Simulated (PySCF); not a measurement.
Vertical excitations of a molecule CH₅FOSi from TDA-PBE/def2-SVPD (PySCF), as energy in eV (oscillator strength): 7.06 (0.027), 7.69 (0.026), 7.85 (0.023), 8.00 (0.026), 8.37 (0.053), 8.44 (0.023), 8.65 (0.061), 8.79 (0.062), 9.03 (0.027), 9.08 (0.022). Lowest triplet (TDA): 6.83 eV. Geometry: B3LYP-D3(BJ)/def2-SVP. The values are those of a single conformer.

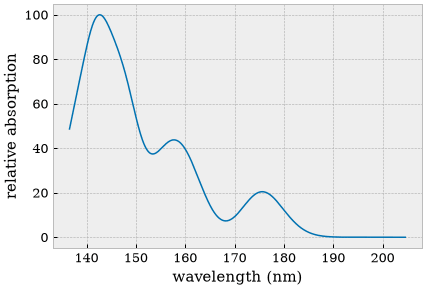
*The lines broadened by 0.4 eV.*

Pick the molecule that these values belong to.
(A) O[SiH2]CF
(B) OC[SiH2]F
(C) C[Si@H](O)F
(D) CO[SiH2]F

C, C[Si@H](O)F
